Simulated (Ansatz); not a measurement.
Consider F₃H₂NTi···HBr.

```yaml
atoms:
  - { symbol: Ti, position_ang: [0.1426, -0.0497, 0.1214] }
  - { symbol: N, position_ang: [0.0922, -0.0631, 2.1170] }
  - { symbol: H, position_ang: [0.0121, -0.9405, 2.6360] }
  - { symbol: H, position_ang: [0.5910, 0.6414, 2.6656] }
  - { symbol: F, position_ang: [1.8087, -0.0283, -0.3906] }
  - { symbol: F, position_ang: [-0.5526, 1.4288, -0.4735] }
  - { symbol: F, position_ang: [-0.5977, -1.5062, -0.4578] }
  - { symbol: Br, position_ang: [-3.4157, 0.1685, 1.2926] }
  - { symbol: H, position_ang: [-2.1166, 0.3620, 2.0298] }
```

Not at a stationary point (largest force 1.9 eV/Å).

Computed with RKS B3LYP-D4/def2-SVP in Ansatz 0.2.0.

Q: What will maps of the electron density and electron localisation function show?

A: Ti–F (1.73 Å): the density is about 1.1 e/Å³ at the midpoint; the ELF peaks at about 0.80 in the valence shell of F, 0.5 Å from its nucleus, and drops to about 0.20 between the two atoms.

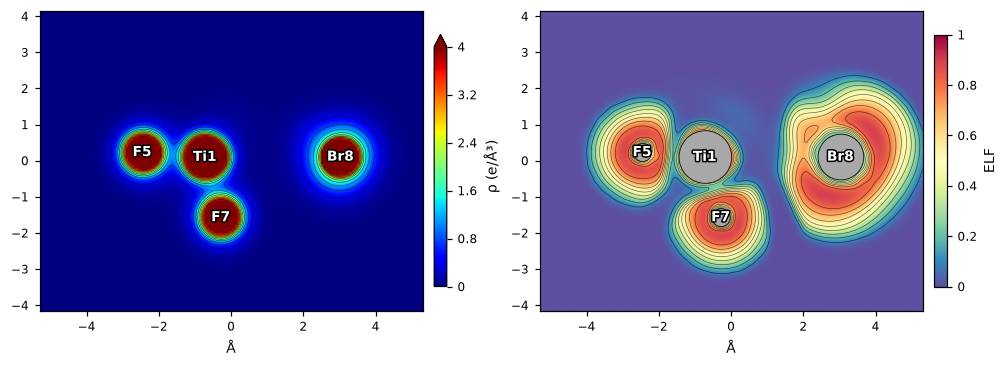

Computed electron density and electron localisation function on the plane of atoms F5, Ti1 and F7, in this order. Grey discs cover the atomic cores in the ELF map. 
